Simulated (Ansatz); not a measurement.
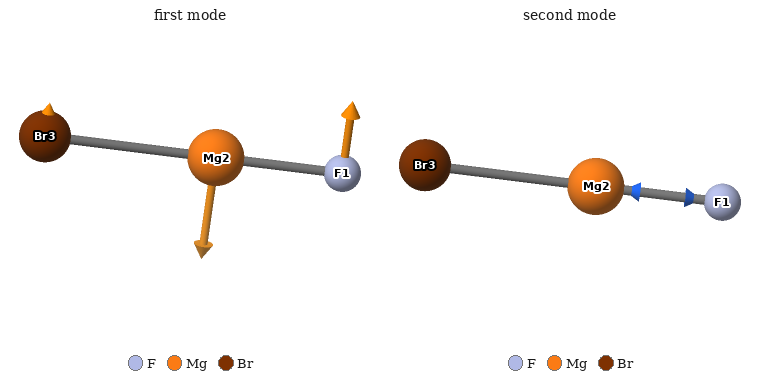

The system is BrFMg, SMILES [F][Mg][Br]; the picture shows the reference structure; its two panels give the patterns of the first and the second mode as arrows. 
- First axis: normal mode 1 (133 cm⁻¹). Second axis: normal mode 3 (813 cm⁻¹).
- Nothing is relaxed (straight displacements along the two mass-weighted modes).
- The scan uses a 15 × 15 grid; 120 points were computed and 105 follow by symmetry.
- Points are written as (first, second).
- Energies: kcal/mol, counted from the lowest grid point.
- The calculation used Ansatz, RHF/def2-TZVP.

Its coordinates:

```yaml
atoms:
  - { symbol: F, position_ang: [-1.5593, 0.8222, -0.7699] }
  - { symbol: Mg, position_ang: [-0.1660, 0.0665, -0.0843] }
  - { symbol: Br, position_ang: [1.7144, -0.9535, 0.8409] }
```

Range: normal mode 1 (133 cm⁻¹) from −2.696 to 2.696 amu½·Å; normal mode 3 (813 cm⁻¹) from −0.497 to 0.497 amu½·Å.

> What landscape does the calculation give?

The lowest grid point is at (0.000 amu½·Å, 0.000 amu½·Å). No other kind of well shows on this grid. The highest grid point, (−2.696 amu½·Å, −0.497 amu½·Å), lies 20.3 kcal/mol above the lowest.

```
normal mode 3 (813 cm⁻¹) ↓, normal mode 1 (133 cm⁻¹) →  −2.696  −2.311  −1.926  −1.541  −1.156  −0.770  −0.385  0.000  0.385  0.770  1.156  1.541  1.926  2.311  2.696
                                                 0.497     7.5     5.6     5.0     5.4     6.4     7.6     8.5    8.8    8.5    7.6    6.4    5.4    5.0    5.6    7.5
                                                 0.426     7.5     5.2     4.1     4.0     4.6     5.3     6.0    6.2    6.0    5.3    4.6    4.0    4.1    5.2    7.5
                                                 0.355     7.8     5.1     3.6     3.1     3.2     3.6     4.0    4.2    4.0    3.6    3.2    3.1    3.6    5.1    7.8
                                                 0.284     8.2     5.2     3.4     2.4     2.2     2.3     2.5    2.6    2.5    2.3    2.2    2.4    3.4    5.2    8.2
                                                 0.213     8.7     5.5     3.3     2.1     1.5     1.4     1.4    1.4    1.4    1.4    1.5    2.1    3.3    5.5    8.7
                                                 0.142     9.4     6.0     3.6     2.0     1.2     0.8     0.6    0.6    0.6    0.8    1.2    2.0    3.6    6.0    9.4
                                                 0.071    10.2     6.6     4.0     2.2     1.1     0.5     0.2    0.1    0.2    0.5    1.1    2.2    4.0    6.6   10.2
                                                 0.000    11.1     7.4     4.5     2.6     1.3     0.5     0.1    0.0    0.1    0.5    1.3    2.6    4.5    7.4   11.1
                                                −0.071    12.2     8.3     5.3     3.1     1.7     0.8     0.3    0.1    0.3    0.8    1.7    3.1    5.3    8.3   12.2
                                                −0.142    13.3     9.3     6.2     3.9     2.3     1.3     0.7    0.5    0.7    1.3    2.3    3.9    6.2    9.3   13.3
                                                −0.213    14.6    10.5     7.3     4.9     3.1     2.0     1.4    1.2    1.4    2.0    3.1    4.9    7.3   10.5   14.6
                                                −0.284    15.9    11.8     8.5     6.0     4.1     2.9     2.2    2.0    2.2    2.9    4.1    6.0    8.5   11.8   15.9
                                                −0.355    17.3    13.1     9.8     7.2     5.3     4.0     3.3    3.0    3.3    4.0    5.3    7.2    9.8   13.1   17.3
                                                −0.426    18.8    14.6    11.2     8.6     6.6     5.3     4.5    4.3    4.5    5.3    6.6    8.6   11.2   14.6   18.8
                                                −0.497    20.3    16.2    12.8    10.1     8.1     6.7     5.9    5.6    5.9    6.7    8.1   10.1   12.8   16.2   20.3
```

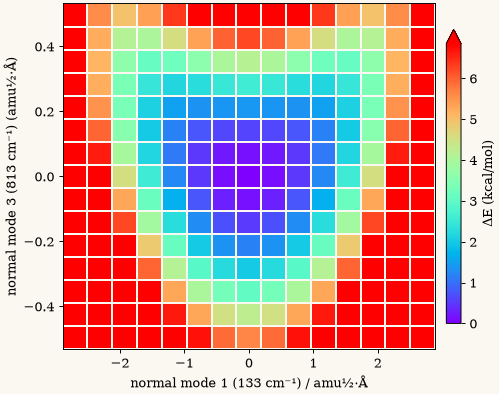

The picture shows one coloured cell a grid point, one colour for all values above the top of the scale.

The whole map (120 points run) took 4.3 min on 1 thread of Arm Neoverse V1 (shared host).
